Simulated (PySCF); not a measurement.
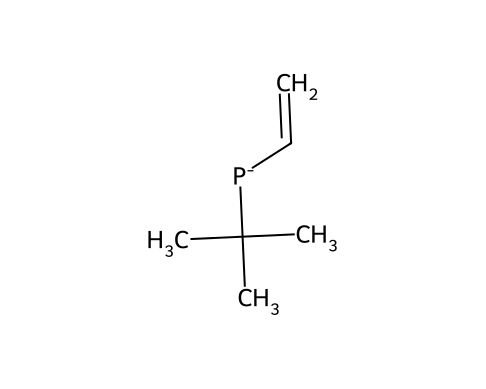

Skeletal drawing of a molecule. Charge −1, singlet.

Question: Transcribe the drawing into SMILES.

Answer: C=C[P-]C(C)(C)C

Question: Give the formula, hydrogens included.

Answer: C6H12P, charge -1.

Question: An optimisation with GFN2-xTB gave a structure of which point group?

Answer: Cs. Other conformers may differ.

More results for the same structure follow; atom numbers are the same in all pictures, views and colours differ. The geometry was computed by an optimisation with GFN2-xTB. No frequency run is at hand to confirm it as a minimum.

### Shape

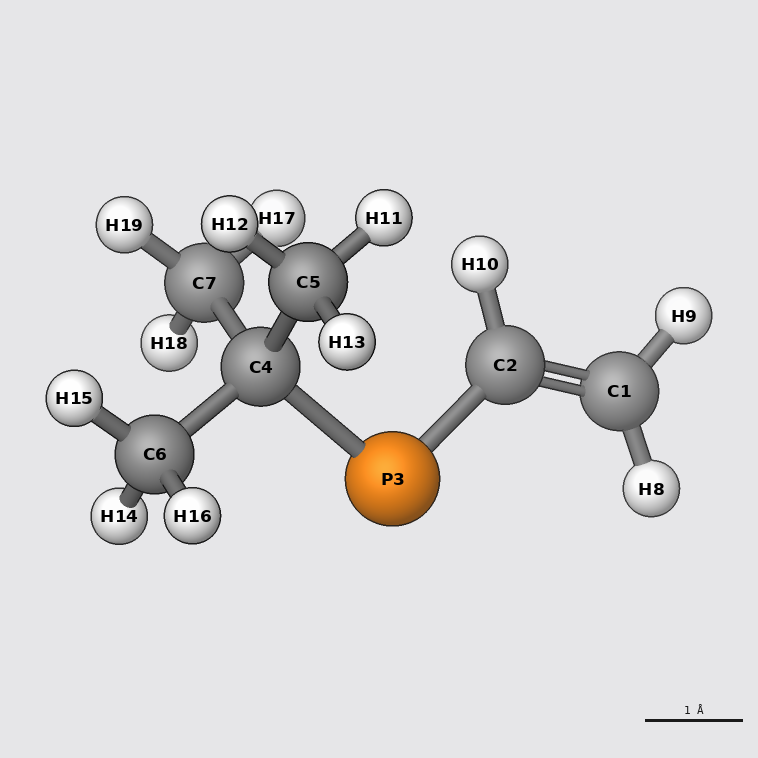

No frequency run is at hand to confirm it as a minimum.

What are the angles C1–C2–H10, C2–C1–H9, P3–C2–H10, P3–C4–C5, P3–C4–C6, C4–C5–H11, C4–C5–H12, C4–C5–H13, C4–C6–H14, C4–C6–H15, C5–C4–C6, C5–C4–C7?

| angle | degrees |
| --- | --- |
| C1–C2–H10 | 117.3 |
| C2–C1–H9 | 121.6 |
| P3–C2–H10 | 116.7 |
| P3–C4–C5 | 112.0 |
| P3–C4–C6 | 105.8 |
| C4–C5–H11 | 110.9 |
| C4–C5–H12 | 110.8 |
| C4–C5–H13 | 109.8 |
| C4–C6–H14 | 110.0 |
| C4–C6–H15 | 111.0 |
| C5–C4–C6 | 108.5 |
| C5–C4–C7 | 109.8 |

### Bond orders

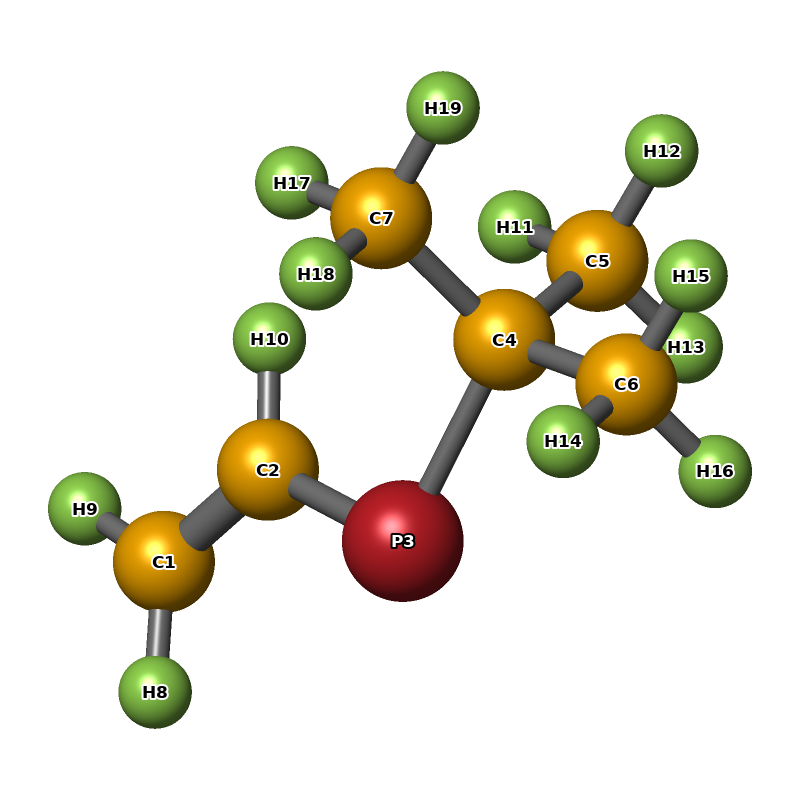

The thickness of each stick grows with its Mayer bond order. No frequency run is at hand to confirm it as a minimum. Computed with PBE0/pcSseg-1 (PySCF 2.14.0).

Question: Which bond has the highest Mayer bond order?

Answer: C1–C2, 1.77, at a length of 1.345 Å.

List the Mayer bond orders of C1–C2, C1–H8, C1–H9, C2–P3, C2–H10, P3–C4, C4–C6, C4–C5, C6–H15, C6–H14, C5–H11, C5–H13, C5–H12 (one bond of each equivalent set).

```csv
bond,Mayer order,length (Å)
C1–C2,1.77,1.345
C1–H8,0.96,1.078
C1–H9,0.96,1.083
C2–P3,1.16,1.763
C2–H10,0.92,1.088
P3–C4,0.93,1.918
C4–C6,1.02,1.529
C4–C5,0.99,1.529
C6–H15,0.96,1.094
C6–H14,0.96,1.088
C5–H11,0.97,1.088
C5–H13,0.97,1.089
C5–H12,0.95,1.096
```

### NMR shielding

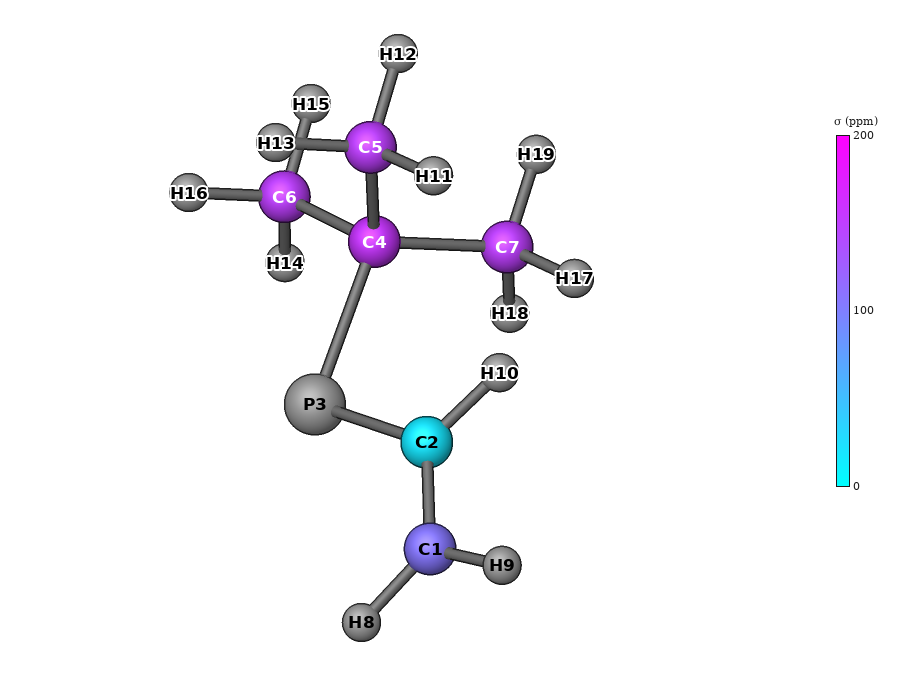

Atoms are coloured by their isotropic NMR shieldings (C only, the others grey). No frequency run is at hand to confirm it as a minimum. Properties computed with GIAO PBE0/pcSseg-1 NMR shielding, non-relativistic, gas phase (PySCF 2.14.0).

Question: Which C atom is the most shielded (lowest chemical shift)?

Answer: C4 (156.4 ppm).

Question: Which C atom is the least shielded (highest chemical shift)?

Answer: C2 (19.3 ppm).

Question: How wide is the range of C shifts?

Answer: 137.1 ppm.

List the isotropic NMR shieldings of the C atoms.

```tsv
atom	σ (ppm)
C1	105.8
C2	19.3
C4	156.4
C5	149.5
C6	149.4
C7	149.5
```

### Electronic properties

No frequency run is at hand to confirm it as a minimum. Method: PBE0/def2-SVPD, gas phase (PySCF 2.14.0).

Question: What is the mean static polarisability?

Answer: 128.9 bohr³.

The geometry is semi-empirical. Around P such bond lengths and angles can be off by a tenth of an ångström or more and by several degrees, and values that hang on the shape move with them.
